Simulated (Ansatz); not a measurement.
Potential energy curve for SMILES C[SiH3] (CH6Si). The Si1–C5 bond (Si1 also carries H, H, H; C5 carries H, H, H) is varied alone, starting from the PBE0/def2-TZVP optimised geometry.

- RKS-PBE = restricted PBE/cc-pVDZ run with Ansatz (a quantum-chemistry and plane-wave program)
- RKS-BLYP = restricted BLYP/cc-pVDZ (Ansatz)
- RKS-PBE0 = restricted PBE0/cc-pVDZ run with Ansatz
- UKS-PBE = Ansatz with unrestricted PBE/cc-pVDZ
- UKS-BLYP = unrestricted BLYP/cc-pVDZ (Ansatz)
- UKS-PBE0 = Ansatz with unrestricted PBE0/cc-pVDZ
- UCCSD(T) = CCSD(T) on UHF/cc-pVDZ, frozen core run with Ansatz

Cost and agreement with UCCSD(T) over the 16 points of the scan, with UCCSD(T) as yardstick. Costs are rough ratios of core time within Ansatz on shared cores, each with its mean field (Kohn-Sham runs search longer for lower solutions than correlated ones do); the miss is the largest difference from UCCSD(T) of the curve after the mean shift, in kcal/mol.

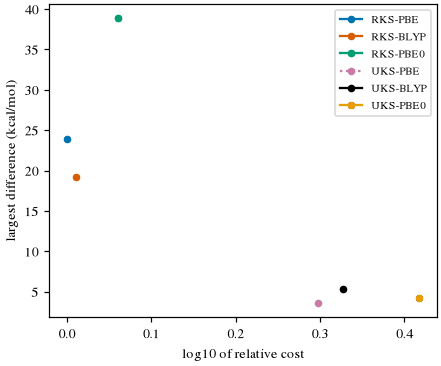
Figure: Miss against cost, one point a level.

| level | relative cost | largest difference |
|---|---|---|
| RKS-PBE | 1 | 23.9 |
| RKS-BLYP | 1 | 19.2 |
| RKS-PBE0 | 1 | 38.8 |
| UKS-PBE | 2 | 3.6 |
| UKS-BLYP | 2 | 5.3 |
| UKS-PBE0 | 3 | 4.3 |

Costs within a factor of two of each other count as equal.

The restricted form behind RKS-PBE, RKS-BLYP, RKS-PBE0 keeps the bonding electrons paired and can't separate into open-shell fragments. The unrestricted solution behind UKS-PBE changes between 3.43 and 3.96 Å, which can leave a kink. The unrestricted determinant behind UKS-PBE, UKS-BLYP is spin-contaminated at 3.43 to 5.45 Å (<S²> up to 1.0, against 0.00 for a pure singlet). The unrestricted determinant behind UKS-PBE0 is spin-contaminated at 3.04 to 5.45 Å (<S²> up to 1.0, against 0.00 for a pure singlet). The unrestricted determinant behind UCCSD(T) is spin-contaminated at 2.71 to 5.45 Å (<S²> up to 1.0, against 0.00 for a pure singlet).
